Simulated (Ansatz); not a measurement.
## Phonon calculation, with input and output: C₃H₇AlB₂

The run: phonon calculation of C₃H₇AlB₂. Method and program: RKS r2SCAN/cc-pVDZ (Ansatz 0.2.0).

It belongs to a series of runs on one base structure; here: vibrations at the highest image of the band. Figures and captions count atoms from 1; the log counts them from 0 in places.

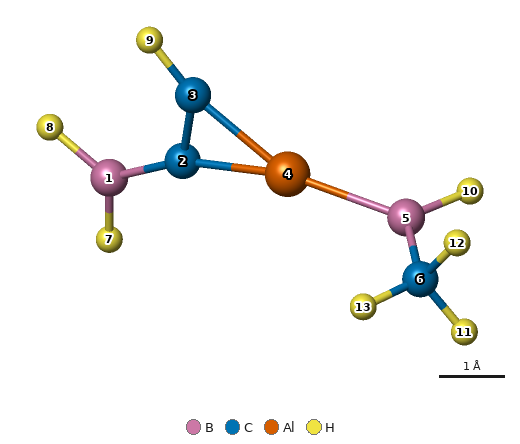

*The input geometry (ball-and-stick view, seen at a tilt; atoms are numbered from 1 in the order of the input). Sticks mark near contacts.*

Bond lengths as drawn: Al–B 2.10 Å, Al–C 1.92 to 1.93 Å, B–C 1.55 to 1.56 Å, B–H 1.21 Å, C–C 1.37 Å and C–H 1.10 to 1.11 Å.

Input file
```yaml
crystal:
  periodic: [false, false, false]
  atoms:
    - { symbol: B, position_ang: [-3.326913, 0.525028, 0.788873] }
    - { symbol: C, position_ang: [-1.831358, 0.703601, 0.421697] }
    - { symbol: C, position_ang: [-1.007545, 1.784795, 0.58771] }
    - { symbol: Al, position_ang: [-0.057325, 0.335855, -0.235399] }
    - { symbol: B, position_ang: [1.63418, -0.55707, -1.105051] }
    - { symbol: C, position_ang: [2.738281, -1.379563, -0.368157] }
    - { symbol: H, position_ang: [-3.925096, -0.502825, 0.574688] }
    - { symbol: H, position_ang: [-3.913486, 1.450028, 1.312329] }
    - { symbol: H, position_ang: [-1.266579, 2.762738, 1.029976] }
    - { symbol: H, position_ang: [1.769582, -0.405639, -2.302596] }
    - { symbol: H, position_ang: [2.907769, -2.339394, -0.892667] }
    - { symbol: H, position_ang: [3.695442, -0.834854, -0.500993] }
    - { symbol: H, position_ang: [2.603651, -1.5775, 0.704393] }
basis:
  gaussian: { orbitals: cc-pVDZ }
hamiltonian:
  xc: r2scan
phonons: {}
```

Launch command:
```bash
ansatz run input.yaml --threads 2 --pin off --max-ram 3072MiB --backend cpu --events-out ev --progress --plain --runs-dir out
```

The program's output
```
Engine: ansatz 0.2.0, x86_64-unknown-linux-gnu
Functional definition: r2SCAN
  parameter k0 = 0.174
  parameter k1 = 0.065
  parameter a1 = 4.9479
  exchange = r2scan_x(k0 = k0, k1 = k1, a1 = a1)
  correlation = r2scan_c
1507 factors; their error is unknown
mean field evaluation 1: about -11154.0596 eV, gradient 6.8e1 eV
mean field evaluation 2: about -11099.0355 eV, gradient 1.4e2 eV
mean field evaluation 4: about -11166.4942 eV, gradient 1.8e1 eV
mean field evaluation 8: about -11167.6371 eV, gradient 1.8e-1 eV
mean field evaluation 16: about -11167.5723 eV, gradient 1.9e-3 eV
mean field -11167.57230940 eV, -410.4007127180 hartree, gradient 1.9e-5 eV, S^2 0.000000; 0 other end points of the search recorded, 0 dependent functions left out
the calculation of the forces begins
reference -11167.57232395 eV, -410.4007132528 hartree; 24, 24 occupied and 99, 99 virtual orbitals, 1507 factors
these checks for a lower state are left out or cut short: stability, starts, cluster_reference, orbital_swaps, neighbouring_geometries, increment
1507 factors; their error is unknown
mean field -11167.57218536 eV, -410.4007081595 hartree, gradient 2.0e-6 eV, S^2 0.000000; 0 other end points of the search recorded, 0 dependent functions left out
[... from here on the field's lines of each further geometry are left out, up to the last ...]
the calculation of the forces begins
reference -11167.57222406 eV, -410.4007095819 hartree; 24, 24 occupied and 99, 99 virtual orbitals, 1507 factors
these checks for a lower state are left out or cut short: stability, starts, cluster_reference, orbital_swaps, neighbouring_geometries, increment
1507 factors; their error is unknown
mean field -11167.57220869 eV, -410.4007090169 hartree, gradient 2.1e-6 eV, S^2 0.000000; 0 other end points of the search recorded, 0 dependent functions left out
the calculation of the forces begins
reference -11167.57222324 eV, -410.4007095517 hartree; 24, 24 occupied and 99, 99 virtual orbitals, 1507 factors
WARN: phonons: modes at or below zero, which the zero-point energy, F, S and C_V leave out: 2, the lowest at -331.52 cm⁻¹. A minimum has none, and a first-order saddle one
Total energy: -11167.57232395 eV, -410.4007132528 hartree
Atom 0 at    -3.326913     0.525028     0.788873 Å, force    -0.003179    -0.007949     0.010730 eV/Å
Atom 1 at    -1.831358     0.703601     0.421697 Å, force     0.005264     0.009790    -0.003841 eV/Å
Atom 2 at    -1.007545     1.784795     0.587710 Å, force    -0.007265    -0.005851     0.001077 eV/Å
Atom 3 at    -0.057325     0.335855    -0.235399 Å, force     0.005833     0.005260     0.000316 eV/Å
Atom 4 at     1.634180    -0.557070    -1.105051 Å, force    -0.008001    -0.000841    -0.001896 eV/Å
Atom 5 at     2.738281    -1.379563    -0.368157 Å, force     0.001198    -0.012723     0.002874 eV/Å
Atom 6 at    -3.925096    -0.502825     0.574688 Å, force     0.000327     0.001373    -0.004989 eV/Å
Atom 7 at    -3.913486     1.450028     1.312329 Å, force    -0.001635     0.001083    -0.001914 eV/Å
Atom 8 at    -1.266579     2.762738     1.029976 Å, force     0.004360    -0.000049    -0.001562 eV/Å
Atom 9 at     1.769582    -0.405639    -2.302596 Å, force     0.000064     0.000176    -0.001749 eV/Å
Atom 10 at     2.907769    -2.339394    -0.892667 Å, force     0.000128     0.003529     0.000949 eV/Å
Atom 11 at     3.695442    -0.834854    -0.500993 Å, force     0.002508     0.004812     0.000028 eV/Å
Atom 12 at     2.603651    -1.577500     0.704393 Å, force     0.000396     0.001389    -0.000023 eV/Å
Dipole moment:     0.466505    -0.132988    -0.059437 e Å
Vibrations: -331.52 -62.65 59.22 71.41 109.00 206.34 227.82 278.83 429.20 534.16 639.56 701.58 750.68 769.61 788.00 854.00 951.93 1012.75 1034.58 1069.53 1086.43 1213.52 1273.80 1417.70 1431.31 1501.94 2539.41 2556.33 2633.51 3002.01 3056.49 3066.19 3137.97 cm⁻¹, zero-point energy 2.380794 eV
```

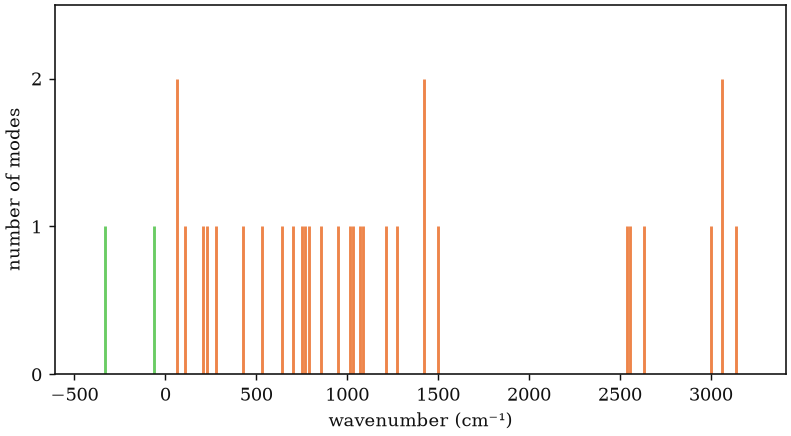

*Harmonic vibrational wavenumbers from the force constants; neighbouring modes closer than 16 cm⁻¹ are counted in one stick, and imaginary ones are drawn at negative wavenumbers.*

33 modes from 332i to 3138 cm⁻¹, 2 imaginary beyond 8i (332i, 63i cm⁻¹): not a minimum.

Results in brief

- outcome: converged
- total energy: −11167.5723 eV
- mean-field energy: −11167.5723 eV
- largest force (length of the vector): 0.014 eV/Å
- hardware: 2 threads of Intel Xeon (Granite Rapids), 16 GiB of memory available, shared host
- wall time: 97 s (CPU time 3.1 min)
- peak memory: 0.2 GiB
